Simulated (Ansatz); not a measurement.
FH7OW

Input

```
crystal:
  periodic: [false, false, false]
  atoms:
    - { symbol: W, position_ang: [0.075813, 0.190625, -0.311408] }
    - { symbol: O, position_ang: [0.621724, 0.33959, 2.765614] }
    - { symbol: H, position_ang: [0.022843, 0.391437, 3.497911] }
    - { symbol: H, position_ang: [1.074333, -1.150086, -0.387917] }
    - { symbol: H, position_ang: [-1.574557, 0.044327, -0.058149] }
    - { symbol: H, position_ang: [-0.857758, 0.636997, -1.624494] }
    - { symbol: H, position_ang: [-0.412864, -1.153003, 0.544051] }
    - { symbol: H, position_ang: [0.75108, -0.073361, -1.816794] }
    - { symbol: F, position_ang: [0.824059, 1.679134, 0.497776] }
    - { symbol: H, position_ang: [0.903227, 1.24794, 2.576809] }
basis:
  gaussian: { orbitals: def2-SVP }
hamiltonian:
  xc: hf
relax:
  f_tol: 0.03
  max_steps: 50
output:
  orbitals: {}
```

Launched as:

```sh
ansatz run input.yaml --threads 1 --pin off --max-ram 2048MiB --backend cpu --events-out ev --progress --plain --runs-dir out
```

The fields are those of the run's last geometry, not of the input's.

Core potentials replace the inner electrons of W.

All numbers below come from RHF/def2-SVP (Ansatz).

Predict the electron density and electron localisation function between the atoms.

Answer. W–F (1.87 Å): ρ at the midpoint is about 0.94 e/Å³; the ELF peaks at about 0.85 in the valence shell of F, 0.6 Å from its nucleus, and drops to about 0.15 between the two atoms.
W–O (2.45 Å): ρ is about 0.25 e/Å³ halfway; the ELF peaks at about 0.90 in the valence shell of O, 0.7 Å from its nucleus, and drops to about 0.05 between the two atoms.
O–H (0.95 Å): the density is about 3.9 e/Å³ at the midpoint; the ELF climbs to about 1 towards the hydrogen, as it does in any bond to H (an ordinary covalent bond to hydrogen).
W–H (1.68 Å): the density is about 1.5 e/Å³ at the midpoint; the ELF climbs to about 1 towards the hydrogen.

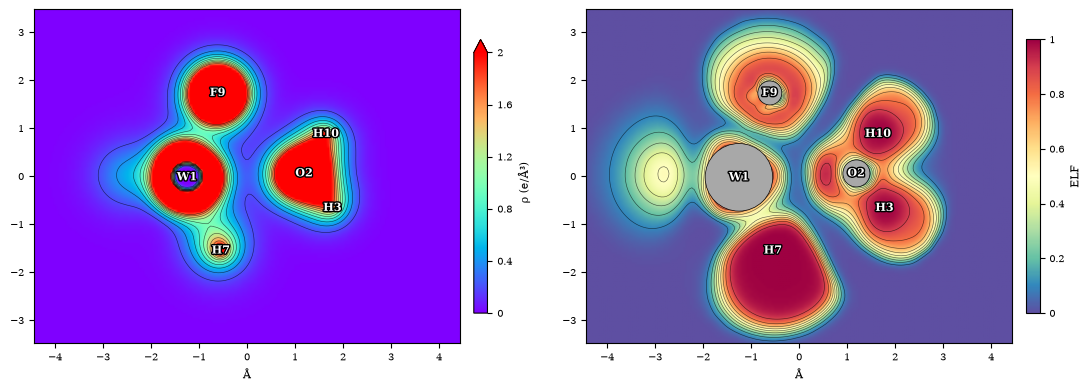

Computed electron density and electron localisation function on the plane of atoms O2, W1 and F9, in this order. Grey discs cover the atomic cores in the ELF map. 
